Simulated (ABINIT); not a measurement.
# SiO2 (Quartz): changed settings of a GW run in ABINIT, part 2 of 2

What do changed inputs do to GW on SiO2 (Quartz)?

ABINIT 10.8.3; LDA and many-body steps on it, plane waves. Known limits of the many-body steps: not at the basis limit; coarse k mesh.

So far. Step 2 (Screening, 3×3×2 mesh, 93 bands, screening to 108.8 eV): Local fields lower ε∞ by 7 %. On a Γ-centred mesh this coarse the value itself is usually too large, while a short band sum pulls it down. Step 3 (Base): The gap on the mesh goes from 5.80 eV to 8.73 eV, a correction of +2.93 eV.

## 6. Broadening of the poles

Level of this step: G0W0 on LDA, plane waves, norm-conserving pseudopotentials (ABINIT).

Input file run.abi:

```
acell 3*1.0 Angstrom
rprim 
  4.915799999986 0.000000000003 0.000000000000
  -2.457899999996 4.257207679910 0.000000000000
  0.000000000000 0.000000000000 5.409100000000
ntypat 2
znucl 14 8
natom 9
typat 1 1 1 2 2 2 2 2 2
xred 
  0.530300000000 0.000000000000 0.333333333333
  0.000000000000 0.530300000000 0.666666666667
  0.469700000000 0.469700000000 -0.000000000000
  0.146200000000 0.414200000000 0.881000000000
  0.585800000000 0.732000000000 0.214333333333
  0.268000000000 0.853800000000 0.547666666667
  0.414200000000 0.146200000000 0.119000000000
  0.732000000000 0.585800000000 0.785666666667
  0.853800000000 0.268000000000 0.452333333333
pp_dirpath "pseudos"
pseudos "Si.upf, O.upf"
ecut 36
ngkpt 3 3 2
nshiftk 1
shiftk 0 0 0
kptopt 1
chksymbreak 0
istwfk *1
occopt 1
irdwfk 1
optdriver 4
nband 93
gwcalctyp 0
ecutsigx 36
symsigma 1
nkptgw 2
kptgw 
  0.3333333333 0.3333333333 0.0000000000
  0.0000000000 0.0000000000 0.0000000000
bdgw 
  22 26
  23 27
ecuteps 4
irdscr 1
ppmodel 1
zcut 1.0 eV
indata_prefix "in"
outdata_prefix "out"
tmpdata_prefix "tmp"
```

Command:

```sh
$ OMP_NUM_THREADS=1 mpirun -n 4 abinit run.abi > log
```

The program printed:

```text
.Version 10.8.3 of ABINIT. v10.8.2 released Aug 2026.

 Symmetries : space group P3_1 2 1 (#152); Bravais hP (primitive hexag.)
[... echo of the input left out ...]
== DATASET  1 ==================================================================
-   mpi_nproc: 4, omp_nthreads: 1 (-1 if OMP is not activated)

--- !DatasetInfo
iteration_state: {dtset: 1, }
dimensions: {natom: 9, nkpt: 6, mband: 93, nsppol: 1, nspinor: 1, nspden: 1, mpw: 7935, }
cutoff_energies: {ecut:  36.0, pawecutdg:  -1.0, }
[...]
Band     E0 <VxcDFT>   SigX SigC(E0)      Z dSigC/dE  Sig(E)    E-E0       E
[...]
26   9.156 -10.834  -5.307  -3.057   0.866  -0.154  -8.694   2.140  11.296
       27   9.156 -10.834  -5.307  -3.057   0.866  -0.154  -8.694   2.140  11.296

== END DATASET(S) ==============================================================
================================================================================

 -outvars: echo values of variables after computation  --------
           etotal      0.0000000000E+00
            nband          93
             nkpt           6
          spgroup         152
 [... the other variables as echoed above ...]

 Calculation completed.
```

The job ended after 12 s (4 MPI ranks of Arm Neoverse V1, shared host; peak memory 1.1 GiB).

This step gave:

```yaml
g0w0_gap_on_the_points_computed: 8.735 eV
starting_gap_on_the_mesh: 5.801 eV
k_of_the_valence_top: 0.3333, 0.3333, 0
k_of_the_conduction_bottom: 0, 0, 0
least_direct_g0w0_gap_on_the_computed_points: 9.121 eV
```

Against G0W0 in ABINIT (3×3×2 mesh, 93 bands, screening to 108.8 eV, Godby-Needs plasmon pole), the gap moves by +0.000 eV.

## 7. No symmetry in the self-energy

run.abi, as its differences from that of step 6:

```diff
@@ -34,3 +34,3 @@
 ecutsigx 36
-symsigma 1
+symsigma 0
 nkptgw 2
@@ -45,3 +45,2 @@
 ppmodel 1
-zcut 1.0 eV
 indata_prefix "in"
```

The program printed:

```text
.Version 10.8.3 of ABINIT. v10.8.2 released Aug 2026.

 Symmetries : space group P3_1 2 1 (#152); Bravais hP (primitive hexag.)
[... echo of the input left out ...]
== DATASET  1 ==================================================================
-   mpi_nproc: 4, omp_nthreads: 1 (-1 if OMP is not activated)

--- !DatasetInfo
iteration_state: {dtset: 1, }
dimensions: {natom: 9, nkpt: 6, mband: 93, nsppol: 1, nspinor: 1, nspden: 1, mpw: 7935, }
cutoff_energies: {ecut:  36.0, pawecutdg:  -1.0, }
[...]
Band     E0 <VxcDFT>   SigX SigC(E0)      Z dSigC/dE  Sig(E)    E-E0       E
[...]
26   9.156 -10.834  -5.307  -3.057   0.866  -0.154  -8.694   2.140  11.296
       27   9.156 -10.834  -5.307  -3.056   0.866  -0.154  -8.694   2.140  11.296

== END DATASET(S) ==============================================================
================================================================================

 -outvars: echo values of variables after computation  --------
           etotal      0.0000000000E+00
            nband          93
             nkpt           6
          spgroup         152
 [... the other variables as echoed above ...]

 Calculation completed.
```

Elapsed: 26 s, on 4 MPI ranks; peak memory 1.1 GiB; 1.7 min of CPU time.

This step gave:

| Property | Result |
| --- | --- |
| G0W0 gap on the points computed | 8.735 eV |
| starting gap on the mesh | 5.801 eV |
| k of the valence top | 0.3333, 0.3333, 0 |
| k of the conduction bottom | 0, 0, 0 |
| least direct G0W0 gap on the computed points | 9.121 eV |

Against G0W0 in ABINIT (3×3×2 mesh, 93 bands, screening to 108.8 eV, Godby-Needs plasmon pole), the gap moves by +0.000 eV.

## 8. Point off the mesh

run.abi, as its differences from that of step 7:

```diff
@@ -34,10 +34,8 @@
 ecutsigx 36
-symsigma 0
-nkptgw 2
+symsigma 1
+nkptgw 1
 kptgw 
-  0.3333333333 0.3333333333 0.0000000000
-  0.0000000000 0.0000000000 0.0000000000
+  0.137 0.291 0
 bdgw 
-  22 26
-  23 27
+  24 25
 ecuteps 4
```

The program printed:

```text
.Version 10.8.3 of ABINIT. v10.8.2 released Aug 2026.

 Symmetries : space group P3_1 2 1 (#152); Bravais hP (primitive hexag.)
================================================================================
 Values of the parameters that define the memory need of the present run
     intxc =       0    ionmov =       0      iscf =       7    lmnmax =       6
     lnmax =       6     mgfft =      60  mpssoang =       3    mqgrid =    3001
     natom =       9  nloc_mem =       1    nspden =       1   nspinor =       1
    nsppol =       1      nsym =       6    n1xccc =    2501    ntypat =       2
    occopt =       1   xclevel =       1
-    mband =          93        mffmem =           1         mkmem =           2
       mpw =        7935          nfft =      174960          nkpt =           6
================================================================================
  Rough estimation (10% accuracy) of disk space for files :
================================================================================

--------------------------------------------------------------------------------
------------- Echo of variables that govern the present computation ------------
--------------------------------------------------------------------------------
 -outvars: echo values of preprocessed input variables --------
            acell      1.8897261259E+00  1.8897261259E+00  1.8897261259E+00 Bohr

             bdgw          24      25
      chksymbreak           0
             ecut      3.60000000E+01 Hartree
          ecuteps      4.00000000E+00 Hartree
         ecutsigx      3.60000000E+01 Hartree
          ecutwfn      3.60000000E+01 Hartree
-          fftalg         312
           irdscr           1
           irdwfk           1

              ixc       -1012
[...]
- 14.00000   4.00000  180309                  znucl, zion, pspdat
12 -1012 2 -1 1510                            pspcod,pspxc,lmax,lloc,mmax
     nproj     2     2     2
  pspatm : epsatm=    6.67003958
         --- l  ekb(1:nproj) -->
[...]
pspatm: atomic psp has been read  and splines computed

- O Generated using ONCVPSP code by D. R. Hamann
-  8.00000   6.00000  201201                  znucl, zion, pspdat
12 -1012 2 -1 926                             pspcod,pspxc,lmax,lloc,mmax
     nproj     2     2     1
  pspatm : epsatm=    6.27558587
         --- l  ekb(1:nproj) -->
             0    6.026028    0.816167
             1   -4.798959   -1.172522
             2   -1.033686
 pspatm: atomic psp has been read  and splines computed

   2.76785443E+03                                ecore*ucvol(ha*bohr**3)
--------------------------------------------------------------------------------

 ==== K-mesh for the wavefunctions ====
 Number of points in the irreducible wedge :     6
 Reduced coordinates and weights :

     1)     0.00000000E+00  0.00000000E+00  0.00000000E+00       0.05556
     2)     3.33333333E-01  0.00000000E+00  0.00000000E+00       0.33333
     3)     3.33333333E-01  3.33333333E-01  0.00000000E+00       0.11111
     4)     0.00000000E+00  0.00000000E+00  5.00000000E-01       0.05556
     5)     3.33333333E-01  0.00000000E+00  5.00000000E-01       0.33333
     6)     3.33333333E-01  3.33333333E-01  5.00000000E-01       0.11111

 Together with  6 symmetry operations and time-reversal symmetry
 yields    18 points in the full Brillouin Zone.

--- !ERROR
message: |
    k-point [ 1.3700E-01,  2.9100E-01,  0.0000E+00]  not in the list of k points treated in the preparatory SCF run.
     Change kptgw, or shiftk of previous run.

--- !ERROR
message: |
    k-point [ 1.3700E-01,  2.9100E-01,  0.0000E+00]  not in the list of k points treated in the preparatory SCF run.
     Change kptgw, or shiftk of previous run.

--- from the log ---
k-point [ 1.3700E-01,  2.9100E-01,  0.0000E+00]  not in the list of k points treated in the preparatory SCF run.
     Change kptgw, or shiftk of previous run.
```

It took 1.8 s on 4 MPI ranks; peak memory 0.06 GiB.

The run stopped with an error after 1.8 s.

The program's words: k-point [ 1.3700E-01,  2.9100E-01,  0.0000E+00]  not in the list of k points treated in the preparatory SCF run. Change kptgw, or shiftk of previous run.

The fault put into this input: point off the mesh.

## 9. Side by side

Times are wall times on 4 MPI ranks of Arm Neoverse V1, shared host, good to a factor of about two. A run's time includes the screening step that it read.

| run | mesh | bands | screening cutoff (eV) | DFT gap (eV) | gap on the mesh (eV) | direct (eV) | ε∞ used | time |
| --- | --- | --- | --- | --- | --- | --- | --- | --- |
| base | 3×3×2 | 93 | 108.8 | 5.801 | 8.735 | 9.121 | 2.39 | 67 s |
| scissors in G | 3×3×2 | 93 | 108.8 | 5.801 | 8.781 | 9.167 | 2.39 | 67 s |
| fewer bands in the self-energy | 3×3×2 | 34 | 108.8 | 5.801 | 8.957 | 9.337 | 2.39 | 62 s |
| broadening of the poles | 3×3×2 | 93 | 108.8 | 5.801 | 8.735 | 9.121 | 2.39 | 67 s |
| no symmetry in the self-energy | 3×3×2 | 93 | 108.8 | 5.801 | 8.735 | 9.121 | 2.39 | 81 s |

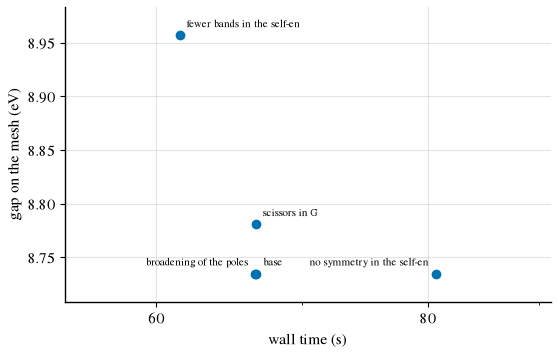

Result against wall time.

## 10. Outcome

| Item | Value |
| --- | --- |
| base | 8.735 eV |
| scissors in G | 8.781 eV |
| fewer bands in the self-energy | 8.957 eV |
| broadening of the poles | 8.735 eV |
| no symmetry in the self-energy | 8.735 eV |
| known limits | not at the basis limit; coarse k mesh |

**Reading.** Scissors in G: +0.046 eV against base (keys changed: mbpt_sciss). Fewer bands in the self-energy: +0.222 eV against base (keys changed: nband). Broadening of the poles: no change against base (keys changed: zcut). No symmetry in the self-energy: no change against base (keys changed: symsigma). Bands and cutoff are finite, so the gap is not at the basis limit. The miss can reach some tenths of an eV and take either sign; the mesh is an error of its own. In the G0W0 runs levels were corrected at 2 k points alone, so a gap called «on the mesh» is the least over those, and an edge elsewhere would be missed. The 3×3×2 mesh is coarse for this cell, which bears on the long-range parts of exchange and screening.

[Paths, hosts, dates, memory and timing lines, banners, echoed tables and standing remarks are left out of the program output.]

[Logs are printed without paths, hosts, clocks, repeated set-up lines and the standing remarks that a program may print on its own settings, such as how far it seeks lower states.]

[Runs of the session that timed out or met a known fault of the program may be left out.]

[Hosts, paths, dates, database ids (printed as entryN), source tags and the programs' standing remarks are cut or masked in the printed files.]

[G0W0 gaps are taken among the corrected bands and points alone; a level outside them can change the order at an edge.]

[Where Ansatz stands beside ABINIT at settings called matched, ABINIT's density can come from a denser mesh and the files from another edition; pairs whose starting gaps differed by over 0.03 eV were left out, so agreement reads better than it is.]
